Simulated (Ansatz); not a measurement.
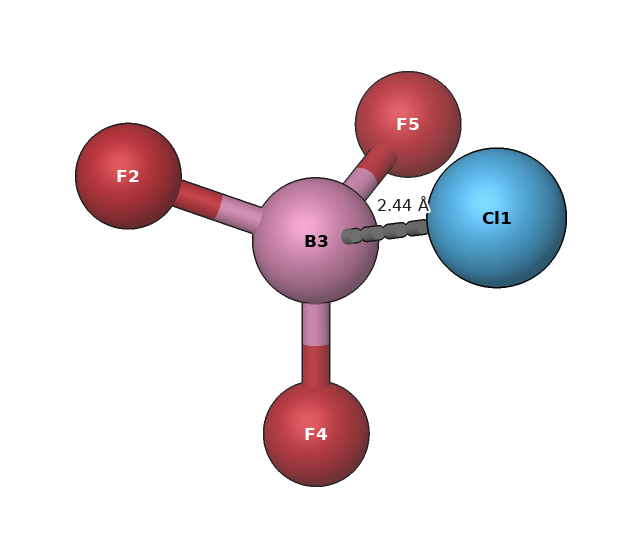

Two molecules or ions; the broken line marks their closest contact (measured against van der Waals radii). State: charge −1, singlet. Geometry: a pair of rigid molecules at a changed separation. Program: Ansatz 0.2.0.

Question: Which two species are they?

Answer: Cl and BF3 (`FB(F)F.[Cl-]`).

Give the counterpoise-corrected interaction energy (kcal/mol, monomers kept as in the pair) with RHF-CCSD(T) (frozen core)/def2-TZVPPD; ωB97M-V/def2-TZVPPD.

| level | interaction energy (kcal/mol) |
| --- | --- |
| RHF-CCSD(T) (frozen core)/def2-TZVPPD | −54.9 |
| ωB97M-V/def2-TZVPPD | −55.6 |
